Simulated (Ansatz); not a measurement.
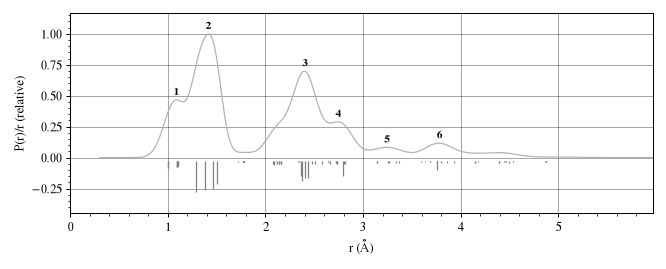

Simulated gas electron diffraction: radial distribution curve of C₃H₈N₂. Each pair of atoms contributes with weight ZᵢZⱼ/r (bars below the curve); damping constant 0.002 Å²; vibrational amplitudes assumed, not computed: 0.05 Å for bonds, 0.078 Å for bonds to H, 0.06 + 0.015 r up to 0.15 Å for other pairs. The geometry is the end point of an optimisation (RKS PBE0-D4/6-31G in Ansatz); it may be a saddle point or a higher isomer. SMILES: CN=C(C)N.

Assign the numbered peaks of the radial distribution curve (– bonded, ··· not bonded).

Peak 1, 1.09 Å: N–H 1.00 Å (×2), C–H 1.09–1.10 Å (×6), not resolved
Peak 2, 1.42 Å: N–C 1.29–1.46 Å (×3), C–C 1.50 Å, not resolved
Peak 3, 2.40 Å: C···H 2.15–2.58 Å (×4), C···C 2.36 Å, N···N 2.38 Å, N···C 2.41–2.43 Å (×2), not resolved; in its flanks N···H 2.09–2.14 Å
Peak 4, 2.74 Å: N···H 2.66–2.81 Å (×5), C···H 2.72–2.73 Å (×2), N···C 2.79 Å, not resolved
Peak 5, 3.24 Å: N···H 3.14–3.33 Å (×4), C···H 3.25–3.37 Å (×2), not resolved
Peak 6, 3.78 Å: H···H 3.59–3.76 Å (×6), C···C 3.76 Å, C···H 3.79–3.93 Å (×2), N···H 3.86 Å, not resolved; in its flanks C···H 4.14–4.15 Å
